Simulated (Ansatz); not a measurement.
Run report: GeBH5SO, nudged elastic band

GeBH5SO, computed with RKS PBE0/def2-mTZVP (Ansatz 0.2.0).

It belongs to a series of runs on one base structure; here: band between the two ends. Figures and captions count atoms from 1; the log counts them from 0 in places.

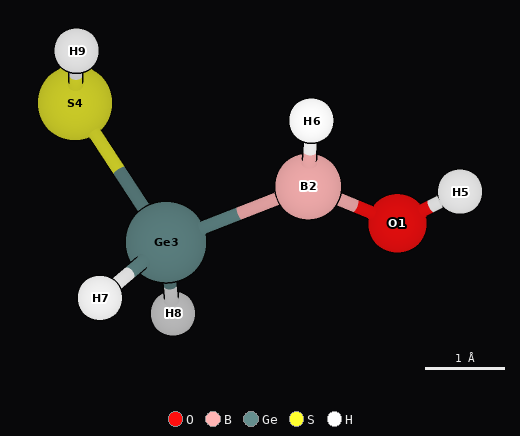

*The structure as given in the input (ball-and-stick view, seen at a tilt; atoms are numbered from 1 in the order of the input). Sticks mark near contacts.*

Bond lengths as drawn: B–Ge 2.07 Å, B–H 1.20 Å, B–O 1.35 Å, Ge–H 1.54 Å, Ge–S 2.25 Å, H–O 0.97 Å and H–S 1.35 Å.

Input:
```yaml
crystal:
  periodic: [false, false, false]
  atoms:
    - { symbol: O, position_ang: [0.035592, 0.876062, -1.996509] }
    - { symbol: B, position_ang: [0.109464, 0.869579, -0.651126] }
    - { symbol: Ge, position_ang: [0.433861, -0.931689, 0.32459] }
    - { symbol: S, position_ang: [-1.303619, -1.255813, 1.718666] }
    - { symbol: H, position_ang: [-0.151499, 1.745511, -2.372206] }
    - { symbol: H, position_ang: [-0.04539, 1.887304, -0.030999] }
    - { symbol: H, position_ang: [1.735507, -0.952912, 1.156306] }
    - { symbol: H, position_ang: [0.402371, -2.180241, -0.573248] }
    - { symbol: H, position_ang: [-1.127785, -0.1041, 2.407426] }
basis:
  gaussian: { orbitals: def2-mTZVP }
hamiltonian:
  xc: pbe0
neb:
  order_check: false
  images: 7
  f_tol: 0.05
  max_iterations: 60
  initial_path: idpp
  final_atoms:
    - { symbol: O, position_ang: [-0.76668712, 1.38420468, -0.70609772] }
    - { symbol: B, position_ang: [0.36562446, 0.66207744, -0.82740333] }
    - { symbol: Ge, position_ang: [0.58504627, -0.96041854, 0.4457271] }
    - { symbol: S, position_ang: [-1.18779478, -1.06038365, 1.81302213] }
    - { symbol: H, position_ang: [-0.82789368, 2.12789795, -1.3186366] }
    - { symbol: H, position_ang: [1.19145233, 0.9636862, -1.64455943] }
    - { symbol: H, position_ang: [1.85423501, -0.85779461, 1.31683751] }
    - { symbol: H, position_ang: [0.68606771, -2.29421493, -0.32463688] }
    - { symbol: H, position_ang: [-1.81154819, -0.01135354, 1.22864721] }
```

Machine: 2 threads of AMD EPYC (Zen 5), 24 GiB of memory available, shared host.

Launched with:
```bash
ansatz run input.yaml --threads 2 --pin off --max-ram 3072MiB --backend cpu --events-out ev --progress --plain --runs-dir out
```

What the program printed:
```
Engine: ansatz 0.2.0, x86_64-unknown-linux-gnu
Functional definition: PBE0
  parameter a = 0.25
  parameter kappa = 0.804
  parameter beta = 0.06672455060314922
  exchange = (1 - a)*pbe_x(kappa = kappa, mu = beta*pi^2/3) + a*exact_x
  correlation = pbe_c(beta = beta)
1173 factors; integrals over basis functions are off by at most 4.6e-4 eV
mean field evaluation 1: about -70142.6974 eV, gradient 5.0e1 eV
mean field evaluation 2: about -70136.2309 eV, gradient 7.8e1 eV
mean field evaluation 4: about -70146.6921 eV, gradient 2.7e0 eV
mean field evaluation 8: about -70146.7298 eV, gradient 1.7e-1 eV
mean field evaluation 16: about -70146.7299 eV, gradient 8.1e-6 eV
mean field -70146.72987305 eV, -2577.8447756735 hartree, gradient 8.8e-6 eV, S^2 0.000000; 0 other end points of the search recorded, 0 dependent functions left out
the calculation of the forces begins
reference -70146.72990524 eV, -2577.8447768562 hartree; 33, 33 occupied and 83, 83 virtual orbitals, 1173 factors
1173 factors; integrals over basis functions are off by at most 5.0e-4 eV
mean field evaluation 32: about -70146.7497 eV, gradient 3.9e-5 eV
mean field -70146.74971564 eV, -2577.8455048751 hartree, gradient 4.0e-5 eV, S^2 0.000000; 0 other end points of the search recorded, 0 dependent functions left out
[... from here on the field's lines of each further geometry are left out, up to the last ...]
NEB iter   1: max|band force component| = 7.052e-1 eV/Å  barrier→ = 0.1349 eV  barrier← = 0.1548 eV  Δτ_max = 0.1385 Å  (244 SCF iters)
NEB iter   2: max|band force component| = 3.157e-1 eV/Å  barrier→ = 0.0829 eV  barrier← = 0.1028 eV  CI = image 4  Δτ_max = 0.1079 Å  (206 SCF iters)
NEB iter   3: max|band force component| = 2.054e-1 eV/Å  barrier→ = 0.0655 eV  barrier← = 0.0853 eV  CI = image 4  Δτ_max = 0.0401 Å  (213 SCF iters)
NEB iter   4: max|band force component| = 7.729e-2 eV/Å  barrier→ = 0.0571 eV  barrier← = 0.0769 eV  CI = image 4  Δτ_max = 0.0193 Å  (210 SCF iters)
NEB iter   5: max|band force component| = 4.643e-2 eV/Å  barrier→ = 0.0548 eV  barrier← = 0.0746 eV  CI = image 4  Δτ_max = 0.0402 Å  (196 SCF iters)
NEB iter   6: max|band force component| = 9.224e-2 eV/Å  barrier→ = 0.0525 eV  barrier← = 0.0723 eV  CI = image 4  Δτ_max = 0.0202 Å  (30 SCF iters)
NEB iter   7: max|band force component| = 7.231e-2 eV/Å  barrier→ = 0.0510 eV  barrier← = 0.0708 eV  CI = image 4  Δτ_max = 0.0201 Å  (210 SCF iters)
NEB iter   8: max|band force component| = 6.659e-2 eV/Å  barrier→ = 0.0501 eV  barrier← = 0.0699 eV  CI = image 4  Δτ_max = 0.0201 Å  (197 SCF iters)
NEB iter   9: max|band force component| = 6.314e-2 eV/Å  barrier→ = 0.0492 eV  barrier← = 0.0690 eV  CI = image 4  Δτ_max = 0.0201 Å  (202 SCF iters)
NEB iter  10: max|band force component| = 4.776e-2 eV/Å  barrier→ = 0.0483 eV  barrier← = 0.0682 eV  CI = image 4  Δτ_max = 0.0201 Å  (191 SCF iters)
NEB iter  11: max|band force component| = 4.207e-2 eV/Å  barrier→ = 0.0475 eV  barrier← = 0.0674 eV  CI = image 4  Δτ_max = 0.0403 Å  (25 SCF iters)
NEB iter  12: max|band force component| = 8.323e-2 eV/Å  barrier→ = 0.0461 eV  barrier← = 0.0659 eV  CI = image 4  Δτ_max = 0.0809 Å  (30 SCF iters)
NEB iter  13: max|band force component| = 9.582e-2 eV/Å  barrier→ = 0.0437 eV  barrier← = 0.0635 eV  CI = image 4  Δτ_max = 0.0403 Å  (209 SCF iters)
NEB iter  14: max|band force component| = 9.522e-2 eV/Å  barrier→ = 0.0428 eV  barrier← = 0.0626 eV  CI = image 4  Δτ_max = 0.0405 Å  (208 SCF iters)
NEB iter  15: max|band force component| = 7.190e-2 eV/Å  barrier→ = 0.0422 eV  barrier← = 0.0620 eV  CI = image 4  Δτ_max = 0.0403 Å  (208 SCF iters)
NEB iter  16: max|band force component| = 7.722e-2 eV/Å  barrier→ = 0.0417 eV  barrier← = 0.0615 eV  CI = image 4  Δτ_max = 0.0201 Å  (202 SCF iters)
the calculation of the forces begins
reference -70146.73834010 eV, -2577.8450868318 hartree; 33, 33 occupied and 83, 83 virtual orbitals, 1173 factors
1173 factors; integrals over basis functions are off by at most 5.5e-4 eV
mean field evaluation 896: about -70142.6267 eV, gradient 5.0e1 eV
mean field -70146.68834299 eV, -2577.8432494719 hartree, gradient 2.6e-5 eV, S^2 0.000000; 1 other end points of the search recorded, 0 dependent functions left out
the calculation of the forces begins
reference -70146.68837544 eV, -2577.8432506643 hartree; 33, 33 occupied and 83, 83 virtual orbitals, 1173 factors
NEB iter  17: max|band force component| = 3.447e-2 eV/Å  barrier→ = 0.0415 eV  barrier← = 0.0614 eV  CI = image 4  Δτ_max = 0.0000 Å  (375 SCF iters)
```

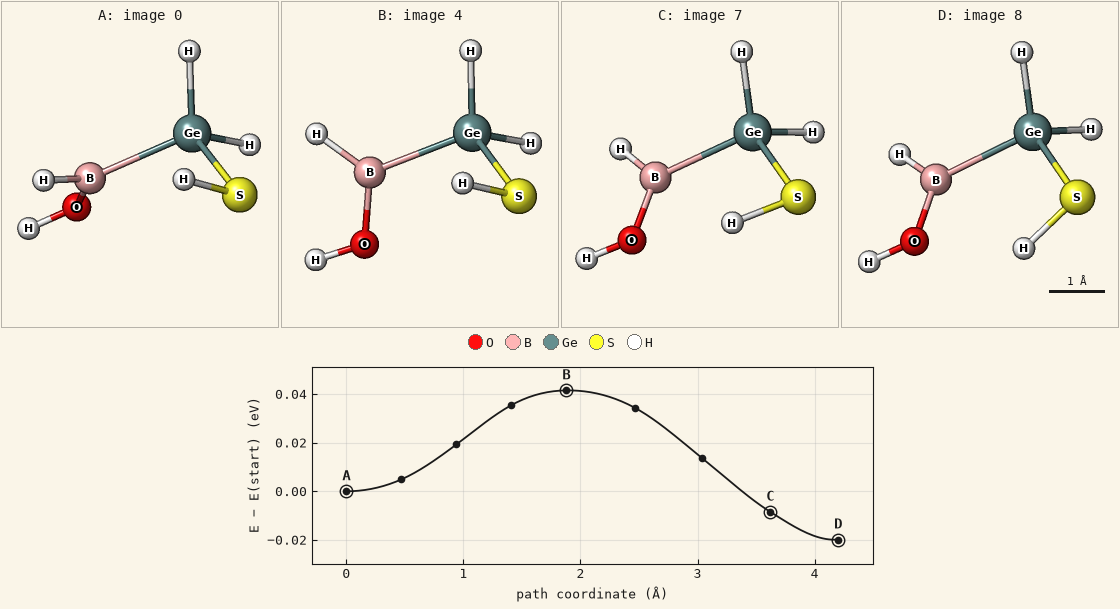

*Images of the last band (counted from 0; ball-and-stick, seen at a tilt) above the energy along the path; the line is a cubic interpolation that uses the forces.*

The highest image is number 4, 0.042 eV above the start and 0.061 eV above the end (the climbing image); the end lies 0.020 eV below the start. The path is 4.20 Å long. The band converged in 17 iterations.

```
Total energy: -70146.68837544 eV, -2577.8432506643 hartree
Atom 0 at    -0.669060     1.126462    -1.478919 Å, force    -0.001690    -0.001488    -0.001370 eV/Å
Atom 1 at     0.333982     0.953939    -0.597935 Å, force    -0.002424    -0.000939    -0.003915 eV/Å
Atom 2 at     0.520956    -0.920555     0.288914 Å, force    -0.003814     0.003037     0.001863 eV/Å
Atom 3 at    -1.395171    -1.564420     1.271076 Å, force     0.001023     0.001740    -0.002364 eV/Å
Atom 4 at    -0.711218     2.014225    -1.855296 Å, force     0.002676     0.000754     0.001765 eV/Å
Atom 5 at     1.078169     1.863031    -0.345467 Å, force     0.002176    -0.000345     0.001436 eV/Å
Atom 6 at     1.653532    -0.975662     1.336760 Å, force    -0.000919     0.001719     0.000197 eV/Å
Atom 7 at     0.764250    -2.044228    -0.736286 Å, force     0.000820    -0.001397     0.000077 eV/Å
Atom 8 at    -1.486938    -0.499090     2.100052 Å, force     0.002154    -0.003080     0.002312 eV/Å
Dipole moment:     0.211739     0.695654    -0.226896 e Å
this run last wrote the band of iteration 17 to [file]; this run last wrote the band within `neb.f_tol` of iteration 11 to [file]
```

The last band as extended XYZ (Å, eV, eV/Å):
```
9
Properties=species:S:1:pos:R:3:forces:R:3 image=0 energy=-70146.72987
O     0.0356    0.8761   -1.9965    0.0021  -0.0019   0.0017
B     0.1095    0.8696   -0.6511    0.0022   0.0001  -0.0034
Ge    0.4339   -0.9317    0.3246   -0.0022  -0.0044   0.0012
S    -1.3036   -1.2558    1.7187    0.0045   0.0089   0.0020
H    -0.1515    1.7455   -2.3722   -0.0020   0.0011  -0.0005
H    -0.0454    1.8873   -0.0310   -0.0005   0.0005   0.0020
H     1.7355   -0.9529    1.1563   -0.0019   0.0006  -0.0022
H     0.4024   -2.1802   -0.5732    0.0012   0.0016   0.0003
H    -1.1278   -0.1041    2.4074   -0.0034  -0.0063  -0.0011
9
Properties=species:S:1:pos:R:3:forces:R:3 image=1 energy=-70146.72498
O    -0.1534    0.8969   -1.9326    0.0101  -0.0092  -0.0021
B     0.1853    0.8936   -0.6285   -0.0045   0.0090  -0.0061
Ge    0.4735   -0.9315    0.3118   -0.0032  -0.0025   0.0034
S    -1.3574   -1.2878    1.5761    0.0033   0.0007   0.0032
H    -0.3323    1.7767   -2.2873    0.0069   0.0051  -0.0001
H     0.2604    1.9270   -0.0196   -0.0143  -0.0012   0.0047
H     1.7119   -0.9764    1.2325    0.0013  -0.0012  -0.0038
H     0.4976   -2.1560   -0.6184   -0.0043  -0.0012  -0.0017
H    -1.1972   -0.1888    2.3491    0.0047   0.0005   0.0025
9
Properties=species:S:1:pos:R:3:forces:R:3 image=2 energy=-70146.71060
O    -0.3482    0.9370   -1.8225    0.0143  -0.0198  -0.0128
B     0.2479    0.9162   -0.6147   -0.0116   0.0163  -0.0087
Ge    0.5005   -0.9276    0.3044   -0.0055  -0.0030   0.0040
S    -1.3786   -1.3577    1.4709    0.0043   0.0049   0.0043
H    -0.4946    1.8242   -2.1729    0.0127   0.0077   0.0015
H     0.5666    1.9444   -0.0805   -0.0196   0.0004   0.0137
H     1.6968   -0.9827    1.2783    0.0025  -0.0023  -0.0041
H     0.5855   -2.1250   -0.6575   -0.0071  -0.0020  -0.0028
H    -1.2876   -0.2751    2.2775    0.0100  -0.0023   0.0050
9
Properties=species:S:1:pos:R:3:forces:R:3 image=3 energy=-70146.69441
O    -0.5267    1.0124   -1.6644    0.0058  -0.0287  -0.0169
B     0.2964    0.9331   -0.6017   -0.0161   0.0283  -0.0041
Ge    0.5195   -0.9284    0.2972   -0.0016  -0.0035   0.0032
S    -1.3784   -1.4567    1.3850    0.0011   0.0086   0.0027
H    -0.6268    1.9039   -2.0198    0.0147   0.0099   0.0024
H     0.8406    1.9206   -0.1858   -0.0073  -0.0018   0.0107
H     1.6900   -0.9854    1.3022    0.0009  -0.0009  -0.0041
H     0.6717   -2.0930   -0.6973   -0.0046  -0.0030  -0.0025
H    -1.3979   -0.3528    2.1675    0.0071  -0.0089   0.0086
9
Properties=species:S:1:pos:R:3:forces:R:3 image=4 energy=-70146.68834
O    -0.6691    1.1265   -1.4789   -0.0017  -0.0015  -0.0014
B     0.3340    0.9539   -0.5979   -0.0024  -0.0009  -0.0039
Ge    0.5210   -0.9206    0.2889   -0.0038   0.0030   0.0019
S    -1.3952   -1.5644    1.2711    0.0010   0.0017  -0.0024
H    -0.7112    2.0142   -1.8553    0.0027   0.0008   0.0018
H     1.0782    1.8630   -0.3455    0.0022  -0.0003   0.0014
H     1.6535   -0.9757    1.3368   -0.0009   0.0017   0.0002
H     0.7642   -2.0442   -0.7363    0.0008  -0.0014   0.0001
H    -1.4869   -0.4991    2.1001    0.0022  -0.0031   0.0023
9
Properties=species:S:1:pos:R:3:forces:R:3 image=5 energy=-70146.69544
O    -0.7893    1.2507   -1.1954   -0.0081  -0.0204   0.0083
B     0.3671    0.9476   -0.5765   -0.0115   0.0321   0.0006
Ge    0.5509   -0.9411    0.2746    0.0029   0.0024   0.0074
S    -1.3777   -1.6617    1.1669   -0.0028   0.0072  -0.0013
H    -0.8080    2.1353   -1.5807    0.0069   0.0142   0.0089
H     1.2526    1.7586   -0.5244    0.0172  -0.0195  -0.0235
H     1.6584   -0.9940    1.3501   -0.0063   0.0066   0.0010
H     0.8746   -2.0228   -0.7740    0.0086  -0.0054  -0.0001
H    -1.6400   -0.5189    1.8423   -0.0068  -0.0173  -0.0012
9
Properties=species:S:1:pos:R:3:forces:R:3 image=6 energy=-70146.71630
O    -0.8376    1.3838   -0.8832   -0.0060  -0.0135   0.0193
B     0.3929    0.9406   -0.5628   -0.0150   0.0182   0.0015
Ge    0.5681   -0.9614    0.2528    0.0017  -0.0019   0.0078
S    -1.3841   -1.7360    1.0370    0.0026   0.0117   0.0015
H    -0.8477    2.2672   -1.2718    0.0109   0.0141   0.0107
H     1.3532    1.6394   -0.7452    0.0107  -0.0170  -0.0294
H     1.6322   -1.0142    1.3720   -0.0057   0.0084   0.0002
H     0.9762   -2.0045   -0.8057    0.0130  -0.0057  -0.0004
H    -1.7646   -0.5612    1.5897   -0.0121  -0.0145  -0.0112
9
Properties=species:S:1:pos:R:3:forces:R:3 image=7 energy=-70146.73831
O    -0.8247    1.4793   -0.5673    0.0098  -0.0046   0.0238
B     0.4045    0.9286   -0.5311   -0.0074  -0.0165  -0.0177
Ge    0.5872   -0.9955    0.2222    0.0001   0.0021   0.0239
S    -1.3831   -1.7709    0.9576    0.0068   0.0039  -0.0004
H    -0.8434    2.3732   -0.9312    0.0053   0.0085   0.0073
H     1.3596    1.5455   -0.9183   -0.0103   0.0077  -0.0168
H     1.6274   -1.0550    1.3640   -0.0059  -0.0020   0.0000
H     1.0461   -2.0054   -0.8475    0.0069  -0.0013  -0.0026
H    -1.8851   -0.5460    1.2345   -0.0053   0.0022  -0.0175
9
Properties=species:S:1:pos:R:3:forces:R:3 image=8 energy=-70146.74972
O    -0.7355    1.5300   -0.3439    0.0019   0.0027  -0.0006
B     0.4286    0.8798   -0.5448   -0.0020  -0.0052   0.0017
Ge    0.5673   -1.0496    0.2033   -0.0021   0.0051  -0.0010
S    -1.3384   -1.5588    1.2670   -0.0049   0.0074  -0.0022
H    -0.7569    2.4231   -0.7098    0.0006  -0.0021   0.0001
H     1.3266    1.4144   -1.1351   -0.0001   0.0028  -0.0009
H     1.7302   -1.2107    1.2044   -0.0017  -0.0004   0.0003
H     0.7993   -2.0905   -0.9127   -0.0008  -0.0002   0.0011
H    -1.9327   -0.3840    0.9546    0.0092  -0.0101   0.0014
```

Key numbers:

- outcome: converged
- barrier, forward: 0.042 eV
- barrier, backward: 0.061 eV
- wall time: 2.4 min (CPU time 4.5 min)
- peak memory: 0.29 GiB

The order of the saddle point was not checked.
